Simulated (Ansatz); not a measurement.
Nudged elastic band, with input and output: BH$_{2}$Cl$_{3}$

- system: BH$_{2}$Cl$_{3}$
- method: RKS PBE0/def2-SVP (Ansatz 0.2.0)

It belongs to a series of runs on one base structure; here: band between the two ends. Figures and captions count atoms from 1; the log counts them from 0 in places.

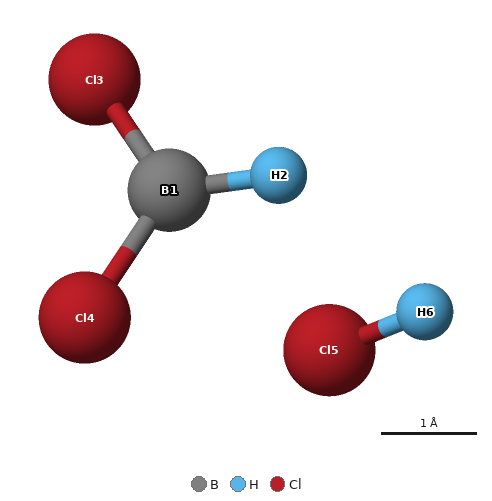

*The structure as given in the input (ball-and-stick view, seen at a tilt; atoms are numbered from 1 in the order of the input).*

Bond lengths as drawn: B–Cl 1.74 Å, B–H 1.20 Å and Cl–H 1.29 Å.

**Input file**
```yaml
crystal:
  periodic: [false, false, false]
  atoms:
    - { symbol: B, position_ang: [-0.003348, 0.43195, -0.20323] }
    - { symbol: H, position_ang: [0.003023, 0.635808, 0.979393] }
    - { symbol: Cl, position_ang: [1.501867, 0.368414, -1.073917] }
    - { symbol: Cl, position_ang: [-1.520221, 0.291678, -1.044318] }
    - { symbol: Cl, position_ang: [0.08613, -2.665686, 1.135201] }
    - { symbol: H, position_ang: [0.06145, -1.985863, 2.226571] }
basis:
  gaussian: { orbitals: def2-SVP }
hamiltonian:
  xc: pbe0
neb:
  order_check: false
  images: 7
  f_tol: 0.05
  max_iterations: 60
  final_atoms:
    - { symbol: B, position_ang: [0.02084534, -0.67640138, -0.72084448] }
    - { symbol: H, position_ang: [0.0071628, 0.27188426, 2.41728482] }
    - { symbol: Cl, position_ang: [1.50613755, 0.19628118, -0.97124007] }
    - { symbol: Cl, position_ang: [-1.50889587, 0.12327839, -0.94576295] }
    - { symbol: Cl, position_ang: [0.06555285, -2.35398203, -0.24946527] }
    - { symbol: H, position_ang: [0.03809832, -0.48475943, 2.48972795] }
  initial_path:
    images:
      - { positions_ang: [[-0.003348, 0.43195, -0.20323], [0.003023, 0.635808, 0.979393], [1.501867, 0.368414, -1.073917], [-1.520221, 0.291678, -1.044318], [0.08613, -2.665686, 1.135201], [0.06145, -1.985863, 2.226571]] }
      - { positions_ang: [[-0.00306693, 0.32689252, -0.14797525], [0.00252888, 0.4659403, 1.12374208], [1.52804776, 0.2888791, -1.03414931], [-1.54391256, 0.2287727, -1.0103306], [0.08856362, -2.51400272, 1.00755254], [0.05674024, -1.7201809, 2.08086053]] }
      - { positions_ang: [[-0.00278586, 0.22183504, -0.0927205], [0.00203476, 0.29607259, 1.26809117], [1.55422852, 0.2093442, -0.99438162], [-1.56760412, 0.1658674, -0.97634319], [0.09099723, -2.36231944, 0.87990408], [0.05203047, -1.45449879, 1.93515007]] }
      - { positions_ang: [[-0.00250479, 0.11677756, -0.03746575], [0.00154063, 0.12620489, 1.41244025], [1.58040928, 0.1298093, -0.95461393], [-1.59129568, 0.1029621, -0.94235579], [0.09343085, -2.21063617, 0.75225562], [0.04732071, -1.18881669, 1.7894396]] }
      - { positions_ang: [[-0.00222372, 0.01172009, 0.017789], [0.00104651, -0.04366281, 1.55678933], [1.60659004, 0.0502744, -0.91484624], [-1.61498724, 0.04005681, -0.90836838], [0.09586446, -2.05895289, 0.62460716], [0.04261095, -0.92313459, 1.64372913]] }
      - { positions_ang: [[0.00354355, -0.16031028, -0.16686937], [0.00257559, 0.03522395, 1.77191321], [1.58147692, 0.0867761, -0.9289447], [-1.5884644, 0.0608622, -0.91771702], [0.08828656, -2.13271017, 0.40608905], [0.04148279, -0.8135408, 1.85522884]] }
      - { positions_ang: [[0.00931081, -0.33234065, -0.35152774], [0.00410466, 0.11411072, 1.98703708], [1.5563638, 0.12327779, -0.94304315], [-1.56194155, 0.0816676, -0.92706566], [0.08070866, -2.20646746, 0.18757094], [0.04035463, -0.70394701, 2.06672854]] }
      - { positions_ang: [[0.01507808, -0.50437101, -0.53618611], [0.00563373, 0.19299749, 2.20216095], [1.53125067, 0.15977948, -0.95714161], [-1.53541871, 0.102473, -0.93641431], [0.07313076, -2.28022474, -0.03094716], [0.03922647, -0.59435322, 2.27822824]] }
      - { positions_ang: [[0.02084534, -0.67640138, -0.72084448], [0.0071628, 0.27188426, 2.41728482], [1.50613755, 0.19628118, -0.97124007], [-1.50889587, 0.12327839, -0.94576295], [0.06555285, -2.35398203, -0.24946527], [0.03809832, -0.48475943, 2.48972795]] }
```

Machine: 1 thread of Arm Neoverse V2, 24 GiB of memory available, shared host.

Command:
```bash
ansatz run input.yaml --threads 1 --pin off --max-ram 2048MiB --backend cpu --events-out ev --progress --plain --runs-dir out
```

**Log**
```
Engine: ansatz 0.2.0, aarch64-unknown-linux-gnu
Functional definition: PBE0
  parameter a = 0.25
  parameter kappa = 0.804
  parameter beta = 0.06672455060314922
  exchange = (1 - a)*pbe_x(kappa = kappa, mu = beta*pi^2/3) + a*exact_x
  correlation = pbe_c(beta = beta)
788 factors; integrals over basis functions are off by at most 4.6e-4 eV
mean field evaluation 1: about -38252.8775 eV, gradient 1.2e1 eV
mean field evaluation 2: about -38253.0635 eV, gradient 8.9e0 eV
mean field evaluation 4: about -38253.2726 eV, gradient 5.8e-1 eV
mean field evaluation 8: about -38253.3092 eV, gradient 3.2e-2 eV
mean field -38253.30923512 eV, -1405.7831853664 hartree, gradient 3.3e-5 eV, S^2 0.000000; 0 other end points of the search recorded, 0 dependent functions left out
the calculation of the forces begins
reference -38253.30925618 eV, -1405.7831861402 hartree; 29, 29 occupied and 49, 49 virtual orbitals, 788 factors
788 factors; integrals over basis functions are off by at most 9.9e-4 eV
mean field evaluation 16: about -38253.6718 eV, gradient 8.9e0 eV
mean field -38253.89632641 eV, -1405.8047605734 hartree, gradient 2.0e-5 eV, S^2 0.000000; 0 other end points of the search recorded, 0 dependent functions left out
[... from here on the field's lines of each further geometry are left out, up to the last ...]
NEB iter   1: max|band force component| = 3.679e0 eV/Å  barrier→ = 2.5556 eV  barrier← = 3.1427 eV  Δτ_max = 0.2000 Å  (218 SCF iters)
NEB iter   2: max|band force component| = 2.063e0 eV/Å  barrier→ = 1.1395 eV  barrier← = 1.7266 eV  Δτ_max = 0.1994 Å  (213 SCF iters)
NEB iter   3: max|band force component| = 4.677e0 eV/Å  barrier→ = 0.9293 eV  barrier← = 1.5164 eV  Δτ_max = 0.0961 Å  (215 SCF iters)
NEB iter   4: max|band force component| = 1.604e0 eV/Å  barrier→ = 0.8028 eV  barrier← = 1.3899 eV  Δτ_max = 0.1456 Å  (194 SCF iters)
NEB iter   5: max|band force component| = 1.054e0 eV/Å  barrier→ = 0.7438 eV  barrier← = 1.3309 eV  Δτ_max = 0.1900 Å  (195 SCF iters)
NEB iter   6: max|band force component| = 7.201e0 eV/Å  barrier→ = 0.7941 eV  barrier← = 1.3812 eV  Δτ_max = 0.0998 Å  (206 SCF iters)
NEB iter   7: max|band force component| = 1.408e0 eV/Å  barrier→ = 0.7580 eV  barrier← = 1.3451 eV  Δτ_max = 0.1642 Å  (198 SCF iters)
NEB iter   8: max|band force component| = 1.100e0 eV/Å  barrier→ = 0.7100 eV  barrier← = 1.2971 eV  Δτ_max = 0.1936 Å  (193 SCF iters)
NEB iter   9: max|band force component| = 8.622e-1 eV/Å  barrier→ = 0.8366 eV  barrier← = 1.4236 eV  Δτ_max = 0.1885 Å  (200 SCF iters)
NEB iter  10: max|band force component| = 3.529e0 eV/Å  barrier→ = 0.7768 eV  barrier← = 1.3639 eV  Δτ_max = 0.0987 Å  (198 SCF iters)
NEB iter  11: max|band force component| = 3.228e0 eV/Å  barrier→ = 0.7931 eV  barrier← = 1.3802 eV  Δτ_max = 0.0962 Å  (189 SCF iters)
NEB iter  12: max|band force component| = 6.567e-1 eV/Å  barrier→ = 0.7647 eV  barrier← = 1.3518 eV  CI = image 4  Δτ_max = 0.1883 Å  (188 SCF iters)
NEB iter  13: max|band force component| = 6.854e0 eV/Å  barrier→ = 0.8066 eV  barrier← = 1.3937 eV  CI = image 4  Δτ_max = 0.0921 Å  (188 SCF iters)
NEB iter  14: max|band force component| = 2.857e-1 eV/Å  barrier→ = 0.8237 eV  barrier← = 1.4108 eV  CI = image 4  Δτ_max = 0.0618 Å  (198 SCF iters)
NEB iter  15: max|band force component| = 4.627e-1 eV/Å  barrier→ = 0.8293 eV  barrier← = 1.4164 eV  CI = image 4  Δτ_max = 0.0313 Å  (187 SCF iters)
NEB iter  16: max|band force component| = 4.638e-1 eV/Å  barrier→ = 0.8310 eV  barrier← = 1.4181 eV  CI = image 4  Δτ_max = 0.0157 Å  (186 SCF iters)
NEB iter  17: max|band force component| = 7.125e-1 eV/Å  barrier→ = 0.8310 eV  barrier← = 1.4180 eV  CI = image 4  Δτ_max = 0.0078 Å  (173 SCF iters)
NEB iter  18: max|band force component| = 4.516e-1 eV/Å  barrier→ = 0.8307 eV  barrier← = 1.4177 eV  CI = image 4  Δτ_max = 0.0156 Å  (169 SCF iters)
NEB iter  19: max|band force component| = 2.660e-1 eV/Å  barrier→ = 0.8305 eV  barrier← = 1.4176 eV  CI = image 4  Δτ_max = 0.0156 Å  (176 SCF iters)
NEB iter  20: max|band force component| = 1.946e-1 eV/Å  barrier→ = 0.8306 eV  barrier← = 1.4177 eV  CI = image 4  Δτ_max = 0.0156 Å  (171 SCF iters)
NEB iter  21: max|band force component| = 2.653e-1 eV/Å  barrier→ = 0.8307 eV  barrier← = 1.4178 eV  CI = image 4  Δτ_max = 0.0078 Å  (165 SCF iters)
NEB iter  22: max|band force component| = 1.802e-1 eV/Å  barrier→ = 0.8307 eV  barrier← = 1.4178 eV  CI = image 4  Δτ_max = 0.0039 Å  (149 SCF iters)
NEB iter  23: max|band force component| = 1.281e-1 eV/Å  barrier→ = 0.8307 eV  barrier← = 1.4178 eV  CI = image 4  Δτ_max = 0.0039 Å  (144 SCF iters)
NEB iter  24: max|band force component| = 9.999e-2 eV/Å  barrier→ = 0.8307 eV  barrier← = 1.4178 eV  CI = image 4  Δτ_max = 0.0039 Å  (141 SCF iters)
NEB iter  25: max|band force component| = 1.209e-1 eV/Å  barrier→ = 0.8307 eV  barrier← = 1.4178 eV  CI = image 4  Δτ_max = 0.0020 Å  (138 SCF iters)
NEB iter  26: max|band force component| = 9.929e-2 eV/Å  barrier→ = 0.8307 eV  barrier← = 1.4178 eV  CI = image 4  Δτ_max = 0.0020 Å  (132 SCF iters)
NEB iter  27: max|band force component| = 8.006e-2 eV/Å  barrier→ = 0.8307 eV  barrier← = 1.4178 eV  CI = image 4  Δτ_max = 0.0039 Å  (131 SCF iters)
the calculation of the forces begins
reference -38253.86391915 eV, -1405.8035696286 hartree; 29, 29 occupied and 49, 49 virtual orbitals, 790 factors
790 factors; integrals over basis functions are off by at most 1.9e-3 eV
mean field -38252.47855935 eV, -1405.7526585950 hartree, gradient 1.1e-5 eV, S^2 0.000000; 1 other end points of the search recorded, 0 dependent functions left out
the calculation of the forces begins
reference -38252.47857783 eV, -1405.7526592741 hartree; 29, 29 occupied and 49, 49 virtual orbitals, 790 factors
NEB iter  28: max|band force component| = 4.564e-2 eV/Å  barrier→ = 0.8307 eV  barrier← = 1.4178 eV  CI = image 4  Δτ_max = 0.0000 Å  (303 SCF iters)
```

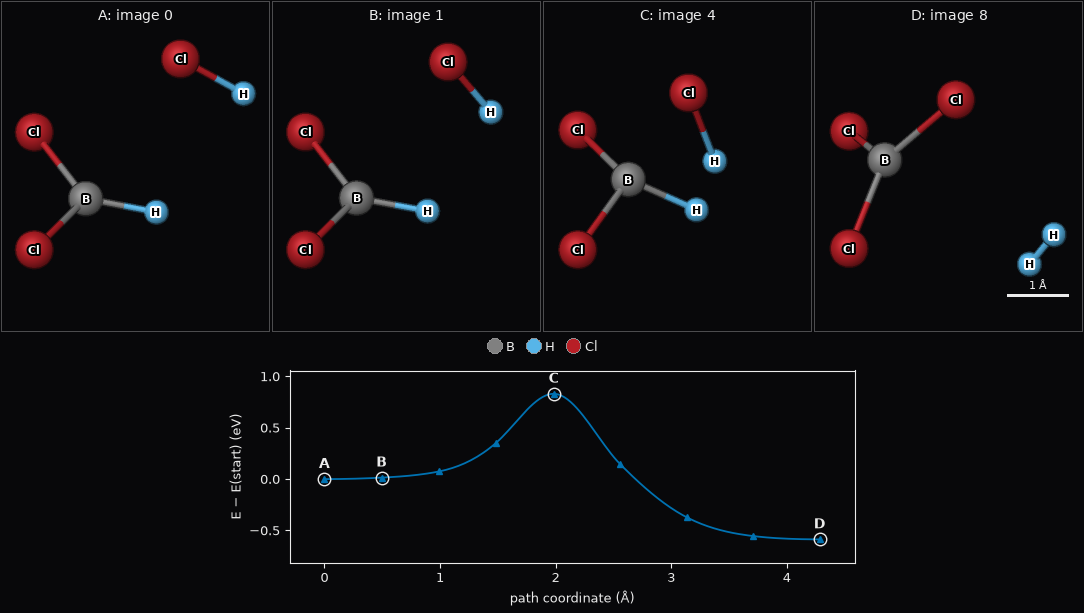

*Images of the last band (counted from 0; ball-and-stick, seen at an oblique angle) above the energy along the path; the line is a cubic interpolation that uses the forces.*

The highest image is number 4, 0.831 eV above the start and 1.418 eV above the end (the climbing image); the end lies 0.587 eV below the start. The path is 4.29 Å long. The band converged in 28 iterations.

```
Total energy: -38252.47857783 eV, -1405.7526592741 hartree
Atom 0 at     0.014291    -0.239645     0.066367 Å, force     0.000108    -0.000338     0.000183 eV/Å
Atom 1 at     0.012346     0.185326     1.291830 Å, force    -0.000043     0.000387     0.000116 eV/Å
Atom 2 at     1.539922     0.171267    -0.718040 Å, force     0.000132     0.000019    -0.000053 eV/Å
Atom 3 at    -1.537662     0.102575    -0.699143 Å, force    -0.000181     0.000032    -0.000031 eV/Å
Atom 4 at     0.062977    -2.249927     0.688057 Å, force     0.000001     0.000242     0.000017 eV/Å
Atom 5 at     0.037027    -0.893295     1.390629 Å, force    -0.000016    -0.000341    -0.000231 eV/Å
Dipole moment:     0.001805     0.020148     0.367771 e Å
this run last wrote the band of iteration 28 to [file]
```

**The last band as extended XYZ (Å, eV, eV/Å)**
```
6
Properties=species:S:1:pos:R:3:forces:R:3 image=0 energy=-38253.30924
B    -0.0033    0.4320   -0.2032   -0.0001  -0.0023  -0.0059
H     0.0030    0.6358    0.9794    0.0001   0.0040   0.0036
Cl    1.5019    0.3684   -1.0739   -0.0021  -0.0006   0.0017
Cl   -1.5202    0.2917   -1.0443    0.0021  -0.0005   0.0017
Cl    0.0861   -2.6657    1.1352    0.0001  -0.0002  -0.0014
H     0.0614   -1.9859    2.2266   -0.0002  -0.0005   0.0002
6
Properties=species:S:1:pos:R:3:forces:R:3 image=1 energy=-38253.29464
B    -0.0022    0.3526   -0.1276   -0.0002   0.0169  -0.0110
H     0.0031    0.5299    1.0614   -0.0005   0.0093  -0.0121
Cl    1.5056    0.3085   -0.9910    0.0000   0.0107  -0.0101
Cl   -1.5198    0.2341   -0.9666   -0.0007   0.0108  -0.0099
Cl    0.0815   -2.6804    1.1251    0.0004  -0.0141   0.0060
H     0.0608   -1.6685    1.9183    0.0011  -0.0335   0.0370
6
Properties=species:S:1:pos:R:3:forces:R:3 image=2 energy=-38253.23456
B     0.0008    0.2514   -0.0421   -0.0026   0.0952  -0.0321
H     0.0058    0.4186    1.1516   -0.0015   0.0508  -0.0305
Cl    1.5136    0.2292   -0.8943   -0.0088   0.0414  -0.0421
Cl   -1.5219    0.1559   -0.8714    0.0062   0.0417  -0.0422
Cl    0.0773   -2.5730    1.0635    0.0031  -0.1066   0.0738
H     0.0533   -1.4058    1.6125    0.0035  -0.1226   0.0731
6
Properties=species:S:1:pos:R:3:forces:R:3 image=3 energy=-38252.95382
B     0.0066    0.0584    0.0341   -0.0154   0.6364  -0.0542
H     0.0093    0.3004    1.2269   -0.0052   0.1923  -0.1006
Cl    1.5328    0.1617   -0.7980   -0.0125   0.0303  -0.1336
Cl   -1.5342    0.0899   -0.7766    0.0093   0.0308  -0.1336
Cl    0.0691   -2.3627    0.8818    0.0082  -0.2546   0.3152
H     0.0453   -1.1714    1.4514    0.0156  -0.6352   0.1069
6
Properties=species:S:1:pos:R:3:forces:R:3 image=4 energy=-38252.47856
B     0.0143   -0.2396    0.0664    0.0001  -0.0003   0.0002
H     0.0123    0.1853    1.2918    0.0000   0.0004   0.0001
Cl    1.5399    0.1713   -0.7180    0.0001   0.0000  -0.0001
Cl   -1.5377    0.1026   -0.6991   -0.0002   0.0000   0.0000
Cl    0.0630   -2.2499    0.6881    0.0000   0.0002   0.0000
H     0.0370   -0.8933    1.3906    0.0000  -0.0003  -0.0002
6
Properties=species:S:1:pos:R:3:forces:R:3 image=5 energy=-38253.16369
B     0.0201   -0.5254   -0.0635    0.0135  -0.6581  -0.3131
H     0.0126    0.1688    1.4523    0.0000   0.0681   0.2830
Cl    1.5193    0.2120   -0.6453   -0.0437  -0.0232   0.0878
Cl   -1.5177    0.1422   -0.6284    0.0456  -0.0211   0.0872
Cl    0.0633   -2.3013    0.3542   -0.0012  -0.0796  -0.5440
H     0.0313   -0.6200    1.5505   -0.0142   0.7139   0.3991
6
Properties=species:S:1:pos:R:3:forces:R:3 image=6 energy=-38253.68109
B     0.0213   -0.6335   -0.3497    0.0008  -0.1267  -0.2907
H     0.0127    0.2110    1.7479   -0.0007   0.0950   0.2762
Cl    1.5107    0.2220   -0.6663   -0.0084  -0.0345  -0.0535
Cl   -1.5103    0.1507   -0.6497    0.0097  -0.0341  -0.0538
Cl    0.0637   -2.3323    0.0876    0.0000  -0.0356  -0.1939
H     0.0308   -0.5416    1.8499   -0.0014   0.1358   0.3157
6
Properties=species:S:1:pos:R:3:forces:R:3 image=7 energy=-38253.86390
B     0.0207   -0.6670   -0.5479   -0.0035  -0.0018  -0.0936
H     0.0211    0.2491    2.0481    0.0001   0.0170   0.0825
Cl    1.5076    0.2132   -0.7777   -0.0141  -0.0124  -0.0152
Cl   -1.5101    0.1392   -0.7607    0.0165  -0.0121  -0.0159
Cl    0.0643   -2.3634   -0.1460    0.0008  -0.0119  -0.0248
H     0.0255   -0.4948    2.2040    0.0002   0.0211   0.0670
6
Properties=species:S:1:pos:R:3:forces:R:3 image=8 energy=-38253.89633
B     0.0208   -0.6764   -0.7208    0.0021  -0.0256   0.0100
H     0.0072    0.2719    2.4173    0.0001  -0.0022   0.0090
Cl    1.5061    0.1963   -0.9712    0.0231   0.0151  -0.0076
Cl   -1.5089    0.1233   -0.9458   -0.0250   0.0143  -0.0072
Cl    0.0656   -2.3540   -0.2495   -0.0001  -0.0081  -0.0044
H     0.0381   -0.4848    2.4897   -0.0003   0.0066   0.0001
```

**Key numbers**

- outcome: converged
- barrier, forward: 0.831 eV
- barrier, backward: 1.418 eV
- wall time: 8.6 min
- peak memory: 0.15 GiB

**Notes**

The order of the saddle point was not checked.
